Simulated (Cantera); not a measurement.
Feed: 1 mol Ti(OiPr)₄, 28 mol H₂O, 1 mol O₂, at 0.570 bar.

Method: chemical equilibrium by Gibbs-energy minimisation in Cantera with the NASA 1993 tables (ideal gas, pure condensed phases). Candidate condensed phases: C, C₆H₆, C₇H₈, C₈H₁₈, H₂O, Ti, TiC, TiO, TiO₂, Ti₂O₃, Ti₃O₅, Ti₄O₇; 113 gas species. The feed counts by its element totals alone. Condensed phases not in the tables: Magnéli phases beyond Ti₄O₇. Gases not in the tables: TiO(OH)₂. Equilibrium is a limit: real reactors are often held back by kinetics, nucleation or transport.

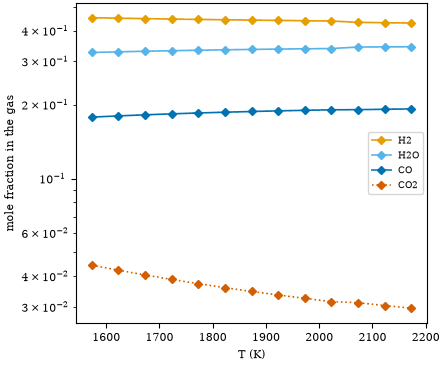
Equilibrium gas composition (values under 1e-9 drawn at 1e-9)

From 1573 K to 2023 K the condensed part is TiO₂(rutile). From 2073 K to 2173 K the condensed part is Ti₄O₇(l).
